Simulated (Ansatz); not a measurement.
# One shape, several levels: doublet CH3FOSi+

Wanted: a comparison of 6 runs (UHF/3-21G, UB3LYP/6-31G*, UPBE/6-311+G**, USVWN5/6-311+G**, UMP2/6-311+G**) of doublet CH3FOSi+. 

The calculation is run with Ansatz 0.2.0.

52 further runs of the same task are left out: 52 set aside as unsound or not needed.

## (1) The system as given

CH3FOSi+ has 7 atoms, charge +1, and is taken as a doublet. As SMILES of the parent species, `CO[Si]F`. The shape is that of a PBE0-D4/def2-TZVP optimisation. This is one conformer, not always the lowest. That shape belongs to the parent species and isn't relaxed for this state.

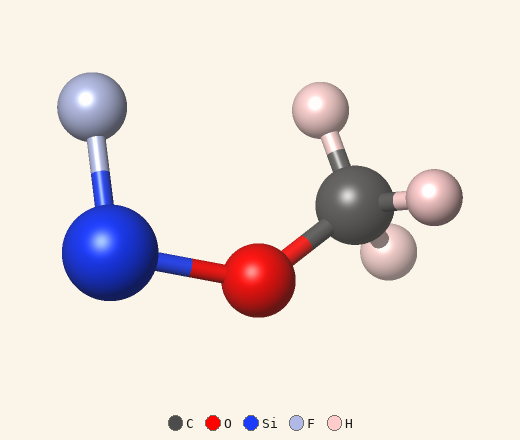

The structure, seen from a chosen angle (carbon dark grey, oxygen red, silicon blue, fluorine light blue, hydrogen pink).

## (2) The energy at UHF/3-21G (run 1)

run.yaml

```yaml
crystal:
  periodic: [false, false, false]
  atoms:
    - {symbol: C, position_ang: [-0.503600, 0.227100, 0.591000]}
    - {symbol: O, position_ang: [0.658100, 0.670200, -0.085400]}
    - {symbol: Si, position_ang: [1.551000, 0.028500, -1.285700]}
    - {symbol: F, position_ang: [0.775300, -1.362500, -1.591300]}
    - {symbol: H, position_ang: [-0.842000, -0.740100, 0.213800]}
    - {symbol: H, position_ang: [-0.282000, 0.142900, 1.656600]}
    - {symbol: H, position_ang: [-1.295700, 0.965900, 0.455500]}
basis:
  gaussian: {orbitals: 3-21G.json}
total_charge: 1
magnetization: {spin_polarized: true, initial_magnetization: 1}
hamiltonian: {xc: hf}
accuracy: high
output: {orbitals: {seedname: orbitals}}
```

The basis set 3-21G is read from a file made from the Basis Set Exchange's data (not shown).

Started as:

```
$ ansatz run run.yaml --threads 1 --pin off --max-ram 2610MiB --events-out events.jsonl --progress --plain --runs-dir runs
```

Standard output:

```text
Warning: RAYON_NUM_THREADS=1 ignored (pool sized by the plan → 1); use --threads N
Functional definition: HF
  name "HF"
  exchange = exact_x
  correlation = 0
1022 factors; integrals over basis functions are off by at most 1.1e-8 eV
mean field evaluation 1: about -13596.2636 eV, gradient 4.1e1 eV
mean field evaluation 2: about -13596.2559 eV, gradient 4.1e1 eV
mean field evaluation 4: about -13602.5178 eV, gradient 2.5e0 eV
mean field evaluation 8: about -13602.5929 eV, gradient 2.5e-1 eV
mean field evaluation 16: about -13602.5957 eV, gradient 1.5e-8 eV
mean field evaluation 32: about -13601.1947 eV, gradient 3.0e0 eV
mean field -13602.59571914 eV, -499.8861725079 hartree, gradient 2.3e-8 eV, S^2 0.761539; 0 other end points of the search recorded, 0 dependent functions left out
reference -13602.59571914 eV, -499.8861725079 hartree; 20, 19 occupied and 26, 27 virtual orbitals, 1022 factors
Total energy: -13602.59571914 eV, -499.8861725079 hartree
```

Wall time 0.9 s (1 thread of Arm Neoverse V1, shared host); peak memory 0.12 GiB.

## (3) The energy at UB3LYP/6-31G(d) (spherical functions) (run 2)

input.yaml

```yaml
crystal:
  periodic: [false, false, false]
  atoms:
    - {symbol: C, position_ang: [-0.503600, 0.227100, 0.591000]}
    - {symbol: O, position_ang: [0.658100, 0.670200, -0.085400]}
    - {symbol: Si, position_ang: [1.551000, 0.028500, -1.285700]}
    - {symbol: F, position_ang: [0.775300, -1.362500, -1.591300]}
    - {symbol: H, position_ang: [-0.842000, -0.740100, 0.213800]}
    - {symbol: H, position_ang: [-0.282000, 0.142900, 1.656600]}
    - {symbol: H, position_ang: [-1.295700, 0.965900, 0.455500]}
basis:
  gaussian: {orbitals: 6-31G_st_-spherical.json}
magnetization: {spin_polarized: true, initial_magnetization: 1}
hamiltonian: {xc: {name: B3LYP}}
accuracy: high
output: {orbitals: {seedname: orbitals}}
total_charge: 1
```

The basis set 6-31G* is read from a file made from the Basis Set Exchange's data (not shown).

Started as:

```
$ ansatz run input.yaml --threads 1 --pin off --max-ram 2610MiB --events-out events.jsonl --progress --plain --runs-dir runs
```

Standard output:

```text
Warning: RAYON_NUM_THREADS=1 ignored (pool sized by the plan → 1); use --threads N
Functional definition: B3LYP
  name "B3LYP"
  parameter a0 = 0.2
  parameter ax = 0.72
  parameter ac = 0.81
  exchange = (1 - a0 - ax)*slater_x + ax*b88_x + a0*exact_x
  correlation = (1 - ac)*vwn_rpa_c + ac*lyp_c
1465 factors; integrals over basis functions are off by at most 3.5e-9 eV
mean field evaluation 1: about -13701.3842 eV, gradient 6.7e1 eV
mean field evaluation 2: about -13597.2047 eV, gradient 1.5e2 eV
mean field evaluation 4: about -13717.5961 eV, gradient 1.8e1 eV
mean field evaluation 8: about -13718.8785 eV, gradient 1.2e0 eV
mean field evaluation 16: about -13718.8865 eV, gradient 1.8e-3 eV
mean field evaluation 32: about -13718.8865 eV, gradient 2.3e-7 eV
mean field -13718.88653401 eV, -504.1597811296 hartree, gradient 2.6e-8 eV, S^2 0.753881; 4 other end points of the search recorded, 0 dependent functions left out
reference -13718.88656660 eV, -504.1597823273 hartree; 20, 19 occupied and 46, 47 virtual orbitals, 1465 factors
Total energy: -13718.88656660 eV, -504.1597823273 hartree
```

Wall time 13 s (1 thread of Arm Neoverse V1, shared host); peak memory 0.27 GiB.

Runs 3 to 5 aren't shown in full; the table further down has their settings and results.

## (4) A single-point energy at UMP2/6-311+G(d,p) (run 6)

Edit input.yaml of step 3 so:

```diff
@@ -11,7 +11,11 @@
 basis:
-  gaussian: {orbitals: 6-31G_st_-spherical.json}
-magnetization: {spin_polarized: true, initial_magnetization: 1}
-hamiltonian: {xc: {name: B3LYP}}
+  gaussian:
+    orbitals: 6-311+G_st__st_-spherical.json
+total_charge: 1
+magnetization:
+  spin_polarized: true
+  initial_magnetization: 1
+correlation:
+  method: mp2
+  frozen_orbitals: {C: 1, F: 1, H: 0, O: 1, Si: 5}
 accuracy: high
-output: {orbitals: {seedname: orbitals}}
-total_charge: 1
```

The basis set 6-311+G** is read from a file made from the Basis Set Exchange's data (not shown).

Started as:

```
$ ansatz run input.yaml --threads 1 --pin off --max-ram 2610MiB --events-out events.jsonl --progress --plain --runs-dir runs
```

Standard output:

```text
Warning: RAYON_NUM_THREADS=1 ignored (pool sized by the plan → 1); use --threads N
[... 4 set-up lines as earlier in the session ...]
2125 factors; integrals over basis functions are off by at most 4.1e-9 eV
mean field evaluation 1: about -13668.3208 eV, gradient 4.9e1 eV
mean field evaluation 2: about -13668.3263 eV, gradient 4.9e1 eV
mean field evaluation 4: about -13677.3633 eV, gradient 3.7e0 eV
mean field evaluation 8: about -13677.5067 eV, gradient 2.6e-1 eV
mean field evaluation 16: about -13674.8398 eV, gradient 4.7e0 eV
mean field evaluation 32: about -13677.4991 eV, gradient 2.5e-1 eV
mean field -13677.50839129 eV, -502.6391624319 hartree, gradient 2.6e-8 eV, S^2 0.756794; 1 other end points of the search recorded, 0 dependent functions left out
8 core orbitals not correlated: weight in the atoms' cores, before any rotation towards them, 1.000 or more for the frozen orbitals, at most 0.000 for the correlated occupied ones
reference -13677.50839129 eV, -502.6391624319 hartree; 12, 11 occupied and 94, 95 virtual orbitals, 2125 factors
second order -16.83001692 eV of doubles, -0.00000000 eV of singles
Total energy: -13694.33840822 eV, -503.2576541460 hartree
```

Run time: 8.4 s. Hardware: 1 thread of Arm Neoverse V1, shared host; peak memory 0.39 GiB.

## (5) Overview of the runs

```csv
run,level,Cartesian functions,frozen core orbitals,energy (Eh),HOMO energy (eV),LUMO energy (eV),⟨S²⟩,wall time
1,UHF/3-21G,no,–,-499.886173,-18.22,-8.46,0.762,0.9 s
2,UB3LYP/6-31G* (spherical functions),no,–,-504.159782,-14.77,-12.64,0.754,13 s
3,UB3LYP/6-31G* (Cartesian functions),yes,–,-504.164642,-14.76,-12.63,0.754,14 s
4,UPBE/6-311+G**,no,–,-503.862886,-13.82,-13.22,0.754,14 s
5,USVWN5/6-311+G**,no,–,-501.548135,-13.95,-13.55,0.753,9 s
6,UMP2/6-311+G**,no,8,-503.257654,–,–,0.757,8.4 s
```

## (6) Results

| quantity | value |
| --- | --- |
| run 6: total energy | -503.25765 Eh |
| run 6: correlation energy (8 core orbitals frozen) | -618.5 mEh |
| run 6: ⟨S²⟩ of the reference determinant | 0.757 |

What this shows: Totals of different functionals can't be ranked against each other. All runs together took 59 s, the longest 14 s.
